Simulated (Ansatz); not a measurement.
# B3H3O3 (SMILES B1OBOBO1): wB97X/6-31G(d) (spherical functions)

Aim: the energy change on altering one bond length of B3H3O3 at wB97X/6-31G* (spherical functions), from 2 runs. 

The calculation is run with Ansatz 0.2.0.

53 further runs of the same task are left out: 3 that didn't finish, 50 set aside as unsound or not needed.

## 1. The structure to begin with

B3H3O3: 9 atoms, total charge 0, spin state singlet. SMILES: `B1OBOBO1`. The coordinates come from a PBE0-D4/def2-TZVP relaxation. This is one conformer, not always the lowest.

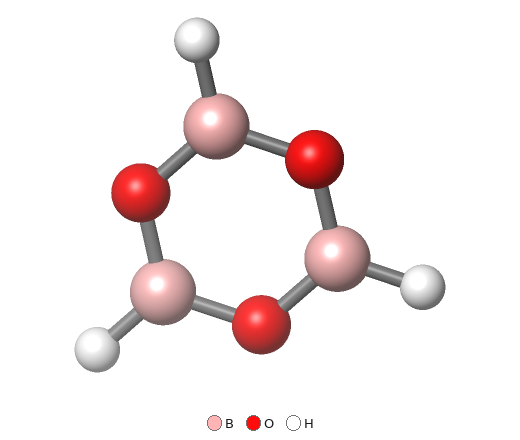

Viewed from a chosen angle; boron pink, oxygen red, hydrogen white.

## 2. A single-point energy at wB97X/6-31G(d) (spherical functions)

File run.yaml:

```yaml
crystal:
  periodic: [false, false, false]
  atoms:
    - {symbol: B, position_ang: [1.301600, 0.115800, -0.424700]}
    - {symbol: O, position_ang: [0.612800, -1.053500, -0.624800]}
    - {symbol: B, position_ang: [-0.686900, -1.172700, -0.202300]}
    - {symbol: O, position_ang: [-1.297400, -0.115400, 0.423200]}
    - {symbol: B, position_ang: [-0.614800, 1.056900, 0.626900]}
    - {symbol: O, position_ang: [0.684600, 1.168900, 0.201600]}
    - {symbol: H, position_ang: [2.429300, 0.216200, -0.792600]}
    - {symbol: H, position_ang: [-1.281900, -2.188700, -0.377500]}
    - {symbol: H, position_ang: [-1.147300, 1.972500, 1.170100]}
basis:
  gaussian: {orbitals: 6-31G_st_-spherical.json}
accuracy: high
output: {orbitals: {seedname: orbitals}}
hamiltonian: {xc: {name: wB97X}}
```

The basis set 6-31G* is read from a file made from the Basis Set Exchange's data (not shown).

Command:

```console
$ ansatz run run.yaml --threads 1 --pin off --max-ram 3480MiB --events-out events.jsonl --progress --plain --runs-dir runs
```

What it wrote:

```text
Warning: RAYON_NUM_THREADS=1 ignored (pool sized by the plan → 1); use --threads N
Functional definition: wB97X
  name "wB97X"
  parameter omega = 0.3/bohr
  parameter cx = 0.157706
  parameter cx1 = 0.726479
  parameter cx2 = 1.04760
  parameter cx3 = -5.70635
  parameter cx4 = 13.2794
  parameter css1 = -4.33879
  parameter css2 = 18.2308
  parameter css3 = -31.7430
  parameter css4 = 17.2901
  parameter cos1 = 2.37031
  parameter cos2 = -11.3995
  parameter cos3 = 6.58405
  parameter cos4 = -3.78132
  exchange = spin_sum(e_x_unif_sr(omega)*poly(b97_u_x, 1 - cx, cx1, cx2, cx3, cx4)) + cx*exact_x_sr(omega)
      + exact_x_lr(omega)
  correlation = spin_sum(e_c_pw_same_spin*poly(b97_u_same, 1, css1, css2, css3, css4))
      + integral(e_c_pw_opposite_spin*poly(b97_u_opposite, 1, cos1, cos2, cos3, cos4))
2137 factors; integrals over basis functions are off by at most 2.8e-9 eV
354 factors; integrals over basis functions are off by at most 2.2e-9 eV
mean field evaluation 1: about -8217.5385 eV, gradient 6.0e1 eV
mean field evaluation 2: about -8218.2740 eV, gradient 5.9e1 eV
mean field evaluation 4: about -8223.8482 eV, gradient 4.8e-1 eV
mean field evaluation 8: about -8223.9996 eV, gradient 2.0e-2 eV
mean field evaluation 16: about -8223.9996 eV, gradient 3.2e-6 eV
mean field -8223.99963732 eV, -302.2264122442 hartree, gradient 9.0e-8 eV, S^2 0.000000; 0 other end points of the search recorded, 0 dependent functions left out
reference -8223.99963501 eV, -302.2264121595 hartree; 21, 21 occupied and 69, 69 virtual orbitals, 2137 factors
Total energy: -8223.99963501 eV, -302.2264121595 hartree
```

Wall time 29 s (1 thread of Arm Neoverse V1, shared host); peak memory 0.53 GiB.

## 3. The distorted shape, same level

File job.yaml:

```yaml
crystal:
  periodic: [false, false, false]
  atoms:
    - {symbol: B, position_ang: [1.567835, -0.341975, -0.696285]}
    - {symbol: O, position_ang: [0.879035, -1.511275, -0.896385]}
    - {symbol: B, position_ang: [-0.420665, -1.630475, -0.473885]}
    - {symbol: O, position_ang: [-1.031165, -0.573175, 0.151615]}
    - {symbol: B, position_ang: [-0.348565, 0.599125, 0.355315]}
    - {symbol: O, position_ang: [0.950835, 0.711125, -0.069985]}
    - {symbol: H, position_ang: [2.695535, -0.241575, -1.064185]}
    - {symbol: H, position_ang: [-1.015665, -2.646475, -0.649085]}
    - {symbol: H, position_ang: [-1.147300, 1.972500, 1.170100]}
basis:
  gaussian: {orbitals: 6-31G_st_-spherical.json}
hamiltonian: {xc: {name: wB97X}}
accuracy: high
output: {orbitals: {seedname: orbitals}}
```

The basis set 6-31G* is read from a file made from the Basis Set Exchange's data (not shown).

Command:

```console
$ ansatz run job.yaml --threads 1 --pin off --max-ram 3480MiB --events-out events.jsonl --progress --plain --runs-dir runs
```

What it wrote:

```text
Warning: RAYON_NUM_THREADS=1 ignored (pool sized by the plan → 1); use --threads N
[... 17 set-up lines as earlier in the session ...]
      + exact_x_lr(omega)
[... 1 set-up line as earlier in the session ...]
      + integral(e_c_pw_opposite_spin*poly(b97_u_opposite, 1, cos1, cos2, cos3, cos4))
2129 factors; integrals over basis functions are off by at most 3.0e-9 eV
364 factors; integrals over basis functions are off by at most 2.0e-9 eV
mean field evaluation 1: about -8215.5154 eV, gradient 6.0e1 eV
mean field evaluation 2: about -8216.2785 eV, gradient 5.9e1 eV
mean field evaluation 4: about -8221.8961 eV, gradient 6.1e-1 eV
mean field evaluation 8: about -8222.0349 eV, gradient 1.9e-2 eV
mean field evaluation 16: about -8222.0350 eV, gradient 4.1e-5 eV
mean field -8222.03495656 eV, -302.1542115581 hartree, gradient 2.9e-8 eV, S^2 0.000000; 0 other end points of the search recorded, 0 dependent functions left out
reference -8222.03495415 eV, -302.1542114696 hartree; 21, 21 occupied and 69, 69 virtual orbitals, 2129 factors
Total energy: -8222.03495415 eV, -302.1542114696 hartree
```

Run time: 31 s. Hardware: 1 thread of Arm Neoverse V1, shared host; peak memory 0.53 GiB.

## 4. Outcome

Level: wB97X/6-31G* (spherical functions).

| quantity | value |
| --- | --- |
| first shape: total energy | -302.22641 Eh |
| first shape: HOMO energy | -11.94 eV |
| first shape: LUMO energy | 2.20 eV |
| first shape: HOMO–LUMO gap | 14.14 eV |
| distorted shape: total energy | -302.15421 Eh |
| distorted shape: HOMO energy | -10.79 eV |
| distorted shape: LUMO energy | 1.96 eV |
| distorted shape: HOMO–LUMO gap | 12.75 eV |
| energy change with the B5–H9 bond stretched from 1.190 to 1.786 Å | 1.965 eV |

In words: With the B5–H9 bond stretched from 1.190 to 1.786 Å the energy rises by 1.96 eV (45 kcal/mol). The first shape isn't relaxed at this level, so the change isn't measured from a minimum.
